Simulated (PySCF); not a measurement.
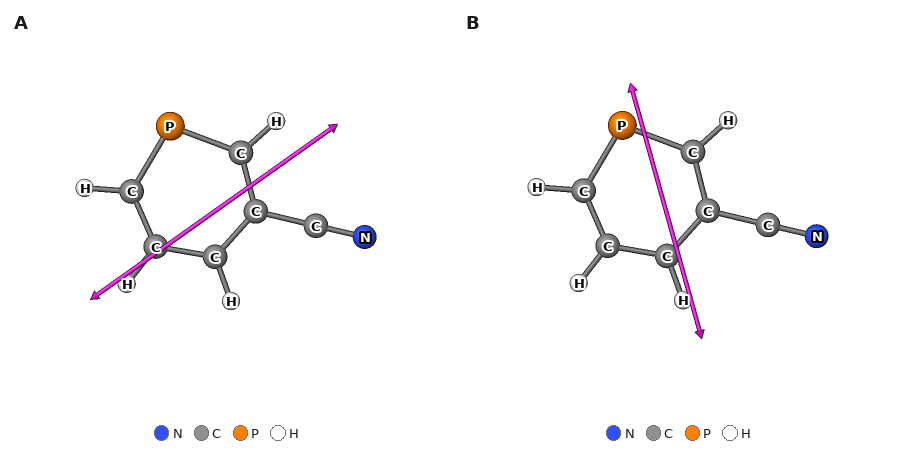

The double arrows show the directions of two transition dipoles from the ground state (lengths mean nothing). The computed structure is the end point of a GFN2-xTB optimisation. No frequency run is at hand to confirm it as a minimum. Properties computed with TDDFT CAM-B3LYP/def2-SVPD, vertical, gas phase, core orbitals frozen in the response (PySCF 2.14.0).

One belongs to singlet state 1 and one to singlet state 6. Which is which?

A: state 1, 4.67 eV (265 nm), oscillator strength 0.017, of mixed character, with the largest part HOMO → LUMO+1 (weight 0.48).
B: state 6, 6.22 eV (199 nm), oscillator strength 0.37, mainly HOMO−1 → LUMO+1 (weight 0.77).

The geometry is semi-empirical. Around P such bond lengths and angles can be off by a tenth of an ångström or more and by several degrees, and values that hang on the shape move with them.
